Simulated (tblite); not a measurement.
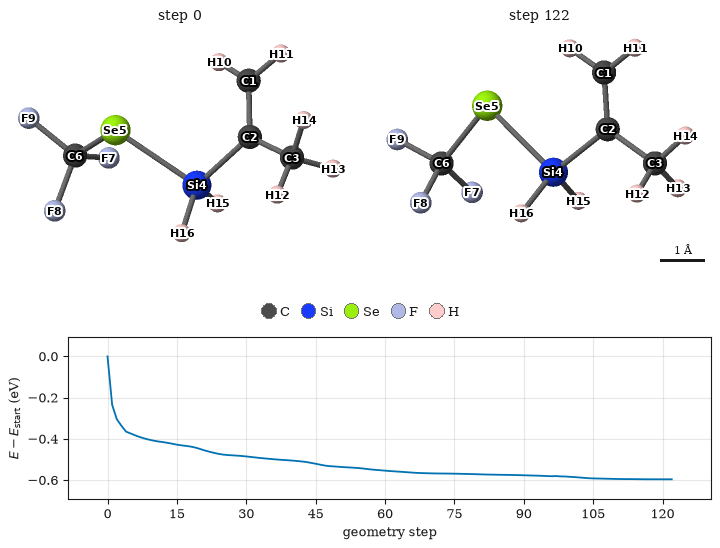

First and last geometry of a relaxation of C4H7F3SeSi, with the history of the run. A ball-and-stick model, seen at a tilt.

All numbers below come from tblite, GFN2-xTB geometry optimisation, gas phase. 

> Read the history and describe the run.

It converged. Se5 moves most after the best rigid fit: 0.93 Å. Largest moves by element: Se 0.93 Å, F 0.83 Å, H 0.83 Å, C 0.53 Å, Si 0.33 Å. Near-neighbour distances that change, for instance: C6–F9 1.397 → 1.326 Å, C2–C3 1.455 → 1.497 Å, C6–F7 1.376 → 1.338 Å, C3–H13 1.125 → 1.088 Å. Bond angles that change, for instance: Si4–Se5–C6 108.0° → 93.5°, C3–C2–Si4 122.8° → 115.5°, C2–C1–H11 115.2° → 122.4°. Groups turn about C2–Si4 by about 35°, C2–C3 by about 30°, Si4–Se5 by about 30°. After 122 geometry steps the energy has fallen by 0.596 eV.

| step | E − E(0), eV |
| --- | --- |
| 0 | 0.0000 |
| 1 | -0.2349 |
| 2 | -0.3041 |
| 3 | -0.3362 |
| 4 | -0.3646 |
| 5 | -0.3737 |
| 6 | -0.3829 |
| 7 | -0.3910 |
| 8 | -0.3980 |
| 9 | -0.4038 |
| 10 | -0.4087 |
| 16 | -0.4313 |
| 22 | -0.4620 |
| 28 | -0.4810 |
| 34 | -0.4946 |
| 39 | -0.5035 |
| 45 | -0.5204 |
| 51 | -0.5368 |
| 57 | -0.5482 |
| 63 | -0.5588 |
| 69 | -0.5664 |
| 75 | -0.5686 |
| 81 | -0.5721 |
| 87 | -0.5747 |
| 93 | -0.5782 |
| 98 | -0.5819 |
| 104 | -0.5905 |
| 110 | -0.5942 |
| 116 | -0.5956 |
| 122 | -0.5959 |
